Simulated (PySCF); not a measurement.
# H$_{6}$N$_{3}$Si$_{2}$ (doublet): what the fields show

```yaml
atoms:
  - { symbol: N, position_ang: [2.1153, 0.1748, 0.1235] }
  - { symbol: Si, position_ang: [0.4952, 0.2905, 0.6752] }
  - { symbol: N, position_ang: [-0.4824, -1.1258, 0.7095] }
  - { symbol: Si, position_ang: [-1.7889, -0.5830, -0.2620] }
  - { symbol: N, position_ang: [-0.6411, 0.7275, -0.6281] }
  - { symbol: H, position_ang: [2.3553, -0.5737, -0.5063] }
  - { symbol: H, position_ang: [2.8536, 0.3177, 0.7898] }
  - { symbol: H, position_ang: [0.4181, 1.3213, 1.6917] }
  - { symbol: H, position_ang: [-2.0994, -1.4184, -1.4139] }
  - { symbol: H, position_ang: [-2.9391, 0.0556, 0.3588] }
  - { symbol: H, position_ang: [-0.2812, 0.8162, -1.5644] }
```

Geometry: GFN2-xTB.

The calculation used UKS B3LYP, pcH-1 on H N Si, non-relativistic, mean-field spin-orbit, GIAO in PySCF 2.14.0, density-fitted response routines.

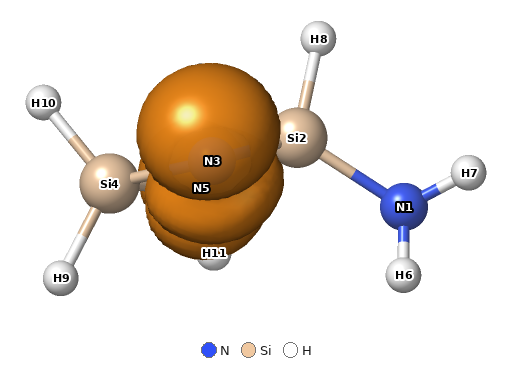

Figure 1. Isosurfaces of the spin density at +0.02 (orange) and −0.02 e/Å³ (purple), seen across its widest extent.

Q: Describe the spin distribution.

A: The unpaired spin (1 electron) lies mostly on N3 (about 0.6) and N5 (about 0.3), in electrons by Hirshfeld's partition.

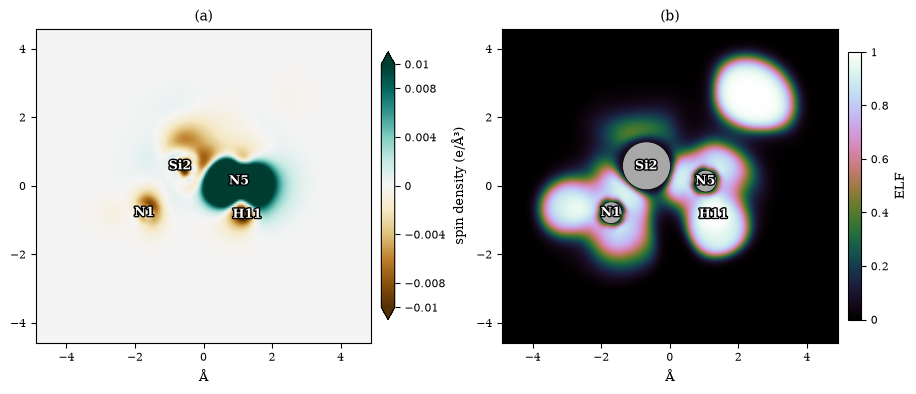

Figure 2. (a) spin density (α minus β); (b) ELF on the plane of atoms N1, Si2 and N5. Grey discs cover the atomic cores in the ELF map.

Q: Describe what can be read from this map.

A:
- The plane passes through N, Si and H nuclei.
- Si–N (1.72 Å): the ELF peaks at about 0.90 between the atoms (a polar covalent bond).
- N–H (1.01 Å): the ELF climbs to about 1 towards the hydrogen, as it does in any bond to H: an ordinary covalent bond to hydrogen.
- Si–N (1.78 Å): the ELF peaks at about 0.90 between the atoms: a shared but strongly polarised pair.

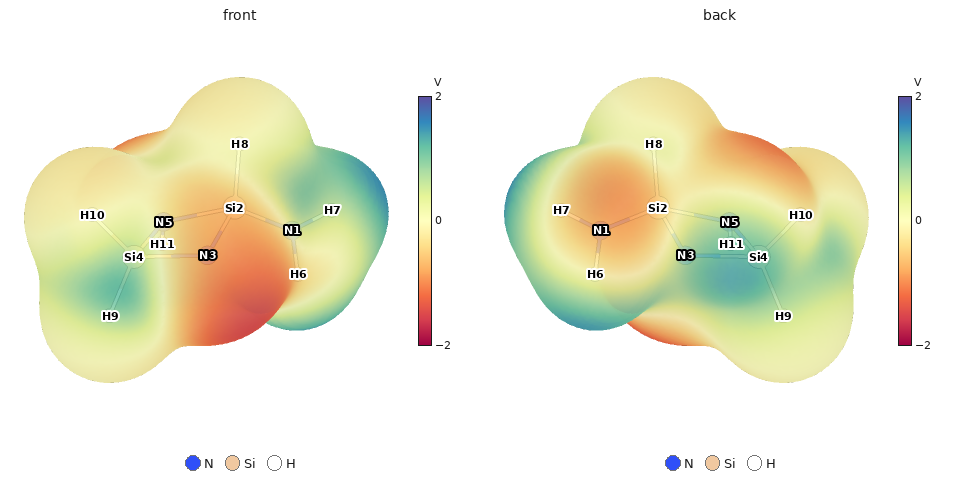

Figure 3. The molecular electrostatic potential painted on the density surface at 0.001 e/bohr³, seen from the front and from behind; the colour scale runs from red (negative) to blue (positive).

Q: Which sites attract a positive test charge, and which a negative one?

A: A positive charge is drawn to the negative regions and a negative charge to the positive ones. The most negative region (about −1.5 V) lies over N3, the most positive (about +1.5 V) over H7. N3 is the likeliest acceptor of a hydrogen bond.
